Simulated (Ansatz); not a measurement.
## BSiNH5F2: geometry relaxation (part 2 of 2)

BSiNH5F2, multiplicity 2; UKS PBE-D4/cc-pVDZ (Ansatz 0.2.0). It belongs to a series of runs on one base structure; here: end point A relaxed.

**Trajectory as extended XYZ, continued**
```
10
Properties=species:S:1:pos:R:3:forces:R:3 step=13 energy=-15549.74460
B     0.0624   -0.2576   -0.1646    0.0194  -0.0069   0.0502
F    -0.0927   -1.1169    0.8776    0.0069   0.0153  -0.0484
N     1.3376    0.0796   -0.6357   -0.0074  -0.0161   0.0087
H     2.1913   -0.2968   -0.2269   -0.0539   0.0131  -0.0069
H     1.4775    0.7174   -1.4163    0.0005   0.0013   0.0059
F    -1.0593    0.2518   -0.7199    0.0320  -0.0132  -0.0032
Si   -0.1126    0.3296    3.6212    0.0072   0.0232  -0.0240
H    -1.0867   -0.8121    3.7504   -0.0005  -0.0160   0.0003
H     1.3070   -0.1627    3.4707   -0.0090  -0.0096  -0.0015
H    -0.2226    1.2679    4.8007    0.0049   0.0089   0.0188
10
Properties=species:S:1:pos:R:3:forces:R:3 step=14 energy=-15549.74489
B     0.0627   -0.2607   -0.1697    0.0077  -0.0137   0.0493
F    -0.0941   -1.1268    0.8662   -0.0011   0.0131  -0.0342
N     1.3387    0.0831   -0.6323    0.0044  -0.0091   0.0027
H     2.1911   -0.2927   -0.2207   -0.0457   0.0109  -0.0054
H     1.4803    0.7254   -1.4086    0.0033   0.0054   0.0016
F    -1.0578    0.2478   -0.7283    0.0267  -0.0114  -0.0020
Si   -0.1180    0.3284    3.6229    0.0156   0.0251  -0.0351
H    -1.0891   -0.8117    3.7754   -0.0149  -0.0294  -0.0016
H     1.2980   -0.1673    3.4553    0.0002  -0.0086  -0.0024
H    -0.2099    1.2744    4.7968    0.0037   0.0177   0.0270
10
Properties=species:S:1:pos:R:3:forces:R:3 step=15 energy=-15549.74773
B     0.0434   -0.2825   -0.1614    0.0107  -0.0878   0.0315
F    -0.1335   -1.1858    0.8395    0.0016   0.0483  -0.0306
N     1.3279    0.1015   -0.5639    0.0003   0.0463  -0.0309
H     2.1712   -0.2627   -0.1263   -0.0127  -0.0078   0.0152
H     1.4870    0.7695   -1.3158   -0.0125  -0.0149   0.0296
F    -1.0656    0.2100   -0.7547    0.0050   0.0154  -0.0003
Si   -0.1017    0.3365    3.5730    0.0128   0.0195  -0.0100
H    -1.0847   -0.7900    3.7566   -0.0114  -0.0103   0.0029
H     1.2992   -0.1854    3.3623    0.0022   0.0014   0.0018
H    -0.1414    1.2889    4.7478    0.0041  -0.0101  -0.0092
10
Properties=species:S:1:pos:R:3:forces:R:3 step=16 energy=-15549.74935
B     0.0049   -0.3295   -0.1682    0.2164   0.1442   0.0697
F    -0.2151   -1.2677    0.7935    0.0557   0.0757  -0.1328
N     1.3059    0.1375   -0.4438   -0.2394  -0.0538  -0.0148
H     2.1285   -0.2009    0.0545   -0.0965  -0.0011  -0.0151
H     1.4991    0.8470   -1.1524   -0.0756  -0.1104   0.1046
F    -1.0786    0.1445   -0.8260    0.1277  -0.0527   0.0051
Si   -0.0646    0.3382    3.4792   -0.0004  -0.0200   0.0858
H    -1.0685   -0.7583    3.7519    0.0375   0.0446  -0.0248
H     1.3137   -0.2329    3.2346   -0.0238   0.0122  -0.0049
H    -0.0235    1.3220    4.6339   -0.0017  -0.0385  -0.0728
10
Properties=species:S:1:pos:R:3:forces:R:3 step=17 energy=-15549.75253
B    -0.0120   -0.3306   -0.1587    0.1771  -0.0976  -0.1208
F    -0.2499   -1.3109    0.7552    0.0608   0.1491  -0.0416
N     1.2895    0.1547   -0.3850   -0.2003   0.0461  -0.0226
H     2.0971   -0.1858    0.1327   -0.0337  -0.0096   0.0229
H     1.4995    0.8779   -1.0756   -0.0912  -0.1246   0.1263
F    -1.0733    0.1185   -0.8670    0.0764   0.0419   0.0588
Si   -0.0439    0.3322    3.4446   -0.0175  -0.0144   0.0726
H    -1.0516   -0.7528    3.7537    0.0566   0.0615  -0.0203
H     1.3268   -0.2518    3.1864   -0.0271   0.0127   0.0072
H     0.0197    1.3488    4.5709   -0.0011  -0.0650  -0.0824
10
Properties=species:S:1:pos:R:3:forces:R:3 step=18 energy=-15549.75805
B    -0.0212   -0.3420   -0.1638   -0.0751  -0.0725   0.0025
F    -0.2773   -1.3242    0.7434    0.0673   0.1065  -0.0714
N     1.2736    0.1632   -0.3422   -0.0231   0.0404  -0.0313
H     2.0682   -0.1721    0.1977   -0.0062  -0.0122   0.0258
H     1.4930    0.8959   -1.0165   -0.0587  -0.0634   0.0582
F    -1.0696    0.1092   -0.8909    0.0871   0.0037   0.0346
Si   -0.0215    0.3239    3.4107   -0.0255  -0.0027   0.0427
H    -1.0324   -0.7507    3.7390    0.0454   0.0492  -0.0108
H     1.3472   -0.2697    3.1689   -0.0140   0.0069   0.0078
H     0.0419    1.3665    4.5108    0.0026  -0.0559  -0.0581
10
Properties=species:S:1:pos:R:3:forces:R:3 step=19 energy=-15549.76165
B    -0.0440   -0.3598   -0.1547   -0.1923  -0.0578   0.0152
F    -0.3273   -1.3632    0.7217    0.0849   0.1109  -0.1025
N     1.2429    0.1848   -0.2456    0.0330  -0.0286   0.0226
H     2.0135   -0.1399    0.3362   -0.0451   0.0056  -0.0115
H     1.4792    0.9359   -0.8907   -0.0334  -0.0069   0.0043
F    -1.0639    0.0806   -0.9308    0.1502  -0.0258   0.0659
Si    0.0178    0.3165    3.3186   -0.0073  -0.0279   0.0781
H    -0.9968   -0.7340    3.7010    0.0097   0.0272  -0.0207
H     1.3788   -0.3082    3.1151   -0.0001   0.0045  -0.0157
H     0.1015    1.3872    4.3864    0.0004  -0.0013  -0.0357
10
Properties=species:S:1:pos:R:3:forces:R:3 step=20 energy=-15549.76281
B    -0.0553   -0.3739   -0.1641   -0.1661  -0.0460   0.0284
F    -0.3476   -1.3987    0.6839    0.0813   0.1224  -0.1078
N     1.2237    0.1981   -0.1980    0.0144  -0.0651   0.0347
H     1.9796   -0.1213    0.4070   -0.0705   0.0139  -0.0374
H     1.4657    0.9672   -0.8185   -0.0215   0.0108  -0.0100
F    -1.0562    0.0631   -0.9672    0.1662  -0.0369   0.0831
Si    0.0444    0.3035    3.3006   -0.0174   0.0282  -0.0140
H    -0.9917   -0.7180    3.6988    0.0249   0.0118   0.0136
H     1.3976   -0.3382    3.0946   -0.0180  -0.0041   0.0212
H     0.1415    1.4182    4.3201    0.0066  -0.0351  -0.0119
10
Properties=species:S:1:pos:R:3:forces:R:3 step=21 energy=-15549.76405
B    -0.0533   -0.3775   -0.1763   -0.1452  -0.0701   0.0193
F    -0.3391   -1.4107    0.6623    0.0562   0.1143  -0.0825
N     1.2224    0.2002   -0.2042    0.0240  -0.0232   0.0168
H     1.9778   -0.1185    0.4002   -0.0406   0.0043  -0.0163
H     1.4602    0.9762   -0.8179   -0.0177   0.0073  -0.0054
F    -1.0522    0.0594   -0.9803    0.1260  -0.0287   0.0735
Si    0.0403    0.3060    3.3091    0.0062   0.0117   0.0066
H    -0.9951   -0.7073    3.7268    0.0000   0.0029   0.0041
H     1.3877   -0.3499    3.1125   -0.0065  -0.0036  -0.0007
H     0.1530    1.4221    4.3249   -0.0024  -0.0148  -0.0154
10
Properties=species:S:1:pos:R:3:forces:R:3 step=22 energy=-15549.76482
B    -0.0516   -0.3785   -0.1689   -0.0582  -0.0170   0.0078
F    -0.3244   -1.4164    0.6650    0.0318   0.0530  -0.0460
N     1.2217    0.2054   -0.2057   -0.0089  -0.0435   0.0299
H     1.9814   -0.1094    0.3952   -0.0285   0.0114  -0.0225
H     1.4454    0.9904   -0.8129    0.0008   0.0136  -0.0064
F    -1.0561    0.0597   -0.9625    0.0674  -0.0192   0.0402
Si    0.0488    0.2944    3.2973   -0.0077   0.0125   0.0003
H    -1.0108   -0.6927    3.7170    0.0000   0.0020   0.0051
H     1.3891   -0.3855    3.1460    0.0059  -0.0119  -0.0085
H     0.1581    1.4325    4.2867   -0.0027  -0.0008   0.0000
10
Properties=species:S:1:pos:R:3:forces:R:3 step=23 energy=-15549.76560
B    -0.0466   -0.3863   -0.1644    0.0144   0.0056   0.0082
F    -0.3015   -1.4409    0.6512    0.0019   0.0076  -0.0141
N     1.2196    0.2131   -0.1965   -0.0162   0.0004  -0.0043
H     1.9834   -0.1001    0.3988    0.0030   0.0069  -0.0075
H     1.4275    1.0160   -0.7868    0.0044  -0.0150   0.0156
F    -1.0554    0.0546   -0.9479   -0.0040  -0.0071   0.0049
Si    0.0485    0.2904    3.2834   -0.0052  -0.0106   0.0061
H    -1.0282   -0.6671    3.7296    0.0020   0.0062  -0.0025
H     1.3725   -0.4245    3.1388   -0.0073   0.0091  -0.0010
H     0.1820    1.4449    4.2510    0.0071  -0.0030  -0.0054
10
Properties=species:S:1:pos:R:3:forces:R:3 step=24 energy=-15549.76596
B    -0.0417   -0.3933   -0.1563    0.0569   0.0051   0.0016
F    -0.2789   -1.4681    0.6370   -0.0111  -0.0014  -0.0036
N     1.2180    0.2208   -0.1832   -0.0223   0.0275  -0.0212
H     1.9877   -0.0944    0.4029    0.0134   0.0058  -0.0020
H     1.4117    1.0410   -0.7555    0.0028  -0.0387   0.0312
F    -1.0569    0.0516   -0.9276   -0.0376   0.0006  -0.0057
Si    0.0430    0.2850    3.2663    0.0110  -0.0072   0.0155
H    -1.0471   -0.6454    3.7402    0.0178   0.0149  -0.0041
H     1.3553   -0.4528    3.1229   -0.0235   0.0067   0.0008
H     0.2107    1.4555    4.2104   -0.0073  -0.0134  -0.0125
10
Properties=species:S:1:pos:R:3:forces:R:3 step=25 energy=-15549.76623
B    -0.0365   -0.3985   -0.1520    0.0441   0.0205   0.0245
F    -0.2603   -1.4888    0.6241   -0.0084   0.0021  -0.0175
N     1.2188    0.2249   -0.1775   -0.0168   0.0297  -0.0276
H     1.9955   -0.0956    0.3965    0.0102   0.0065  -0.0060
H     1.4014    1.0586   -0.7341    0.0018  -0.0490   0.0351
F    -1.0618    0.0564   -0.9041   -0.0298  -0.0099  -0.0080
Si    0.0392    0.2812    3.2558    0.0014  -0.0091   0.0197
H    -1.0579   -0.6306    3.7510    0.0218   0.0178  -0.0076
H     1.3421   -0.4738    3.1175   -0.0205   0.0114   0.0052
H     0.2212    1.4661    4.1799   -0.0037  -0.0200  -0.0177
10
Properties=species:S:1:pos:R:3:forces:R:3 step=26 energy=-15549.76610 accepted=F
B    -0.0258   -0.4039   -0.1273   -0.0186  -0.0514  -0.0062
F    -0.2091   -1.5434    0.5919   -0.0058   0.1233  -0.0782
N     1.2221    0.2357   -0.1622    0.0336   0.0655  -0.0142
H     2.0220   -0.1055    0.3701   -0.0564   0.0444  -0.0554
H     1.3750    1.1030   -0.6790   -0.0031  -0.1279   0.0836
F    -1.0799    0.0760   -0.8273    0.0512  -0.0525   0.0707
Si    0.0316    0.2659    3.2218   -0.0341  -0.0080   0.0528
H    -1.0861   -0.5953    3.7677    0.0519   0.0384  -0.0240
H     1.3141   -0.5287    3.1180   -0.0211   0.0270   0.0148
H     0.2378    1.4962    4.0835    0.0025  -0.0589  -0.0438
10
Properties=species:S:1:pos:R:3:forces:R:3 step=27 energy=-15549.76680
B    -0.0312   -0.3995   -0.1409    0.0021   0.0101   0.0096
F    -0.2367   -1.5132    0.6069   -0.0061   0.0186  -0.0241
N     1.2219    0.2282   -0.1732    0.0050   0.0125  -0.0042
H     2.0111   -0.1065    0.3763   -0.0149   0.0161  -0.0224
H     1.3920    1.0767   -0.7105    0.0050  -0.0358   0.0269
F    -1.0730    0.0725   -0.8615    0.0094  -0.0211   0.0166
Si    0.0325    0.2731    3.2394    0.0058  -0.0054   0.0281
H    -1.0676   -0.6192    3.7615    0.0101   0.0110  -0.0088
H     1.3309   -0.4918    3.1265   -0.0086   0.0024  -0.0044
H     0.2220    1.4796    4.1328   -0.0079  -0.0084  -0.0173
10
Properties=species:S:1:pos:R:3:forces:R:3 step=28 energy=-15549.76689
B    -0.0236   -0.3997   -0.1184   -0.0898  -0.0494  -0.0031
F    -0.1991   -1.5549    0.5769   -0.0038   0.1140  -0.0743
N     1.2264    0.2338   -0.1616    0.0801   0.0095   0.0235
H     2.0364   -0.1271    0.3436   -0.0938   0.0576  -0.0706
H     1.3766    1.1080   -0.6639    0.0061  -0.0653   0.0464
F    -1.0913    0.1018   -0.7847    0.1022  -0.0652   0.0818
Si    0.0271    0.2542    3.2178   -0.0241   0.0340  -0.0001
H    -1.0855   -0.6024    3.7735    0.0288   0.0157   0.0023
H     1.3179   -0.5260    3.1331   -0.0074   0.0104   0.0209
H     0.2168    1.5123    4.0409    0.0019  -0.0613  -0.0269
10
Properties=species:S:1:pos:R:3:forces:R:3 step=29 energy=-15549.76769
B    -0.0223   -0.4010   -0.1134   -0.0676  -0.0459   0.0080
F    -0.1928   -1.5648    0.5674   -0.0017   0.0936  -0.0608
N     1.2273    0.2332   -0.1575    0.0562   0.0267   0.0041
H     2.0404   -0.1340    0.3357   -0.0554   0.0404  -0.0450
H     1.3738    1.1148   -0.6481    0.0038  -0.0652   0.0432
F    -1.0939    0.1092   -0.7639    0.0650  -0.0476   0.0537
Si    0.0213    0.2551    3.1992    0.0043   0.0057   0.0594
H    -1.0828   -0.5984    3.7767    0.0086   0.0124  -0.0164
H     1.3137   -0.5249    3.1380   -0.0038   0.0021  -0.0098
H     0.2171    1.5108    4.0230   -0.0094  -0.0224  -0.0365
10
Properties=species:S:1:pos:R:3:forces:R:3 step=30 energy=-15549.76850
B    -0.0219   -0.4009   -0.1093   -0.0259  -0.0167   0.0246
F    -0.1907   -1.5697    0.5604    0.0001   0.0375  -0.0344
N     1.2280    0.2329   -0.1533    0.0094   0.0265  -0.0168
H     2.0423   -0.1391    0.3311    0.0002   0.0123  -0.0092
H     1.3727    1.1193   -0.6340    0.0040  -0.0389   0.0250
F    -1.0954    0.1167   -0.7472    0.0130  -0.0195   0.0127
Si    0.0208    0.2496    3.1943    0.0068  -0.0053   0.0267
H    -1.0833   -0.5991    3.7781    0.0117   0.0109  -0.0080
H     1.3160   -0.5267    3.1394   -0.0110   0.0010  -0.0035
H     0.2134    1.5170    3.9977   -0.0081  -0.0079  -0.0171
10
Properties=species:S:1:pos:R:3:forces:R:3 step=31 energy=-15549.76991
B    -0.0196   -0.3981   -0.0883    0.0006  -0.0571  -0.0102
F    -0.1704   -1.5994    0.5253   -0.0032   0.0428  -0.0160
N     1.2307    0.2359   -0.1380   -0.0048   0.0393  -0.0126
H     2.0563   -0.1574    0.3078    0.0164   0.0051   0.0033
H     1.3645    1.1424   -0.5827    0.0039  -0.0314   0.0218
F    -1.1057    0.1434   -0.6823   -0.0108   0.0021   0.0168
Si    0.0169    0.2297    3.1693    0.0008  -0.0005   0.0105
H    -1.0862   -0.5905    3.7946    0.0136   0.0148  -0.0014
H     1.3124   -0.5485    3.1522   -0.0149   0.0121   0.0049
H     0.2030    1.5424    3.8992   -0.0017  -0.0271  -0.0172
10
Properties=species:S:1:pos:R:3:forces:R:3 step=32 energy=-15549.76946 accepted=F
B    -0.0115   -0.3998   -0.0587   -0.1423  -0.1112   0.0731
F    -0.1308   -1.6572    0.4535   -0.0110   0.2527  -0.1365
N     1.2371    0.2403   -0.1106    0.1056   0.1125  -0.0301
H     2.0843   -0.1919    0.2614   -0.1092   0.0897  -0.0633
H     1.3485    1.1885   -0.4775    0.0030  -0.2075   0.0878
F    -1.1262    0.1970   -0.5491    0.1534  -0.1341   0.0742
Si    0.0045    0.1921    3.1189   -0.0049   0.0781   0.0861
H    -1.0918   -0.5693    3.8349    0.0561   0.0588  -0.0272
H     1.3023   -0.5847    3.1759   -0.0390   0.0454   0.0080
H     0.1854    1.5851    3.7086   -0.0117  -0.1845  -0.0721
10
Properties=species:S:1:pos:R:3:forces:R:3 step=33 energy=-15549.75669 accepted=F
B    -0.0093   -0.4170   -0.1062    0.0483   0.4657   0.3535
F    -0.1569   -1.6161    0.4988    0.0226  -0.2107  -0.0710
N     1.2357    0.2385   -0.1331   -0.0309  -0.1200  -0.0887
H     2.0725   -0.1554    0.2935   -0.0320  -0.0340  -0.0393
H     1.3670    1.1496   -0.5683   -0.0396  -0.0081   0.0126
F    -1.1164    0.1732   -0.6089    0.0269  -0.0967  -0.1719
Si   -0.0012    0.2156    3.1417    0.0305   0.0059   0.0703
H    -1.0863   -0.5758    3.8262   -0.0463  -0.0366  -0.0113
H     1.2982   -0.5487    3.1707    0.0361  -0.0581  -0.0431
H     0.1986    1.5361    3.8427   -0.0156   0.0927  -0.0111
10
Properties=species:S:1:pos:R:3:forces:R:3 step=34 energy=-15549.77077
B    -0.0175   -0.4000   -0.0851    0.0127  -0.0057   0.0157
F    -0.1619   -1.6119    0.5070   -0.0023   0.0151  -0.0153
N     1.2319    0.2376   -0.1324   -0.0068   0.0093  -0.0085
H     2.0625   -0.1623    0.2987    0.0051   0.0029  -0.0034
H     1.3617    1.1510   -0.5630    0.0008  -0.0153   0.0150
F    -1.1100    0.1546   -0.6546   -0.0081  -0.0057   0.0005
Si    0.0129    0.2211    3.1592    0.0024   0.0069   0.0120
H    -1.0875   -0.5836    3.8079    0.0057   0.0054  -0.0005
H     1.3090   -0.5549    3.1595   -0.0070   0.0007   0.0004
H     0.2008    1.5484    3.8600   -0.0025  -0.0137  -0.0161
```

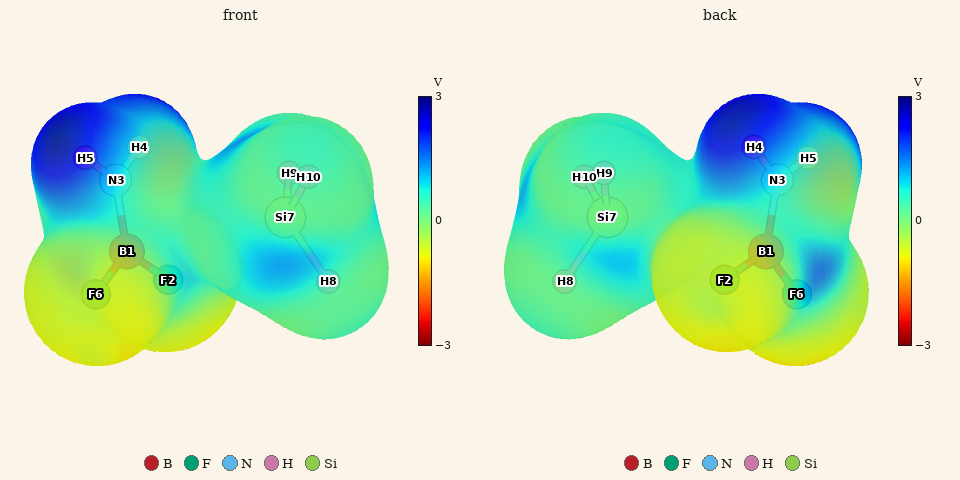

Fig. 1: The electrostatic potential painted on the density surface at 0.004 e/bohr³, seen at a tilt and from behind; the colour scale runs from red (negative) to blue (positive). A positive charge is drawn to the negative regions and a negative charge to the positive ones.

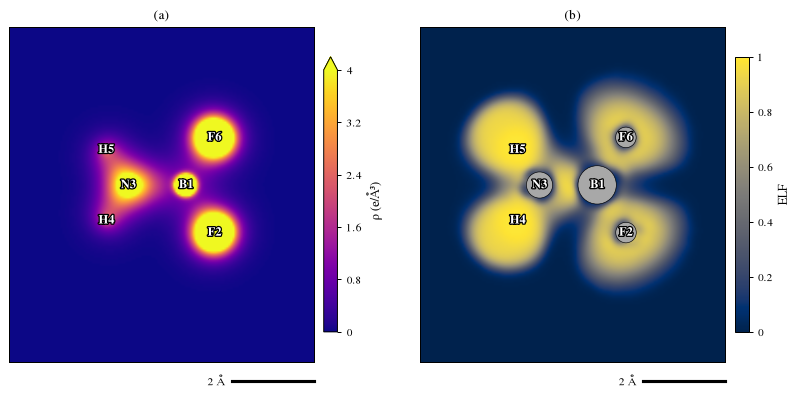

Fig. 2: (a) electron density; (b) electron localisation function on the plane of atoms F2, B1 and F6. Grey discs, where drawn, cover atomic cores. The section cuts through B, F, N and H sites. B–F (1.35 Å): ρ at the midpoint is about 2 e/Å³; the ELF peaks at about 0.85 between the atoms, which marks a polar covalent bond.

This output came from the following input.

**Input**
```yaml
crystal:
  periodic: [false, false, false]
  atoms:
    - { symbol: B, position_ang: [0.142246, -0.119657, -0.037182] }
    - { symbol: F, position_ang: [0.062275, -0.885196, 1.06489] }
    - { symbol: "N", position_ang: [1.329783, -0.033323, -0.773936] }
    - { symbol: H, position_ang: [2.173231, -0.537622, -0.510146] }
    - { symbol: H, position_ang: [1.40829, 0.530582, -1.617282] }
    - { symbol: F, position_ang: [-0.968522, 0.558481, -0.405625] }
    - { symbol: Si, position_ang: [-0.166945, 0.283622, 3.596728] }
    - { symbol: H, position_ang: [-0.938671, -1.010683, 3.658362] }
    - { symbol: H, position_ang: [1.327538, 0.020857, 3.632841] }
    - { symbol: H, position_ang: [-0.567425, 1.192941, 4.74855] }
magnetization:
  spin_polarized: true
  initial_magnetization: 1
basis:
  gaussian: { orbitals: cc-pVDZ }
hamiltonian:
  xc: pbe
  dispersion: d4
relax:
  f_tol: 0.03
  max_steps: 50
output:
  orbitals: {}
```

Launch command:
```bash
ansatz run input.yaml --threads 4 --pin off --max-ram 5120MiB --backend cpu --events-out ev --progress --plain --runs-dir out
```

**Key numbers**

```tsv
quantity	value
outcome	converged
total energy	−15549.7708 eV
mean-field energy	−15549.5981 eV
⟨S²⟩	0.752
largest force (length of the vector) at the end	0.022 eV/Å
hardware	4 threads of Arm Neoverse V2, 24 GiB of memory available, shared host
wall time	47 s (CPU time 2.9 min)
peak memory	0.18 GiB
```
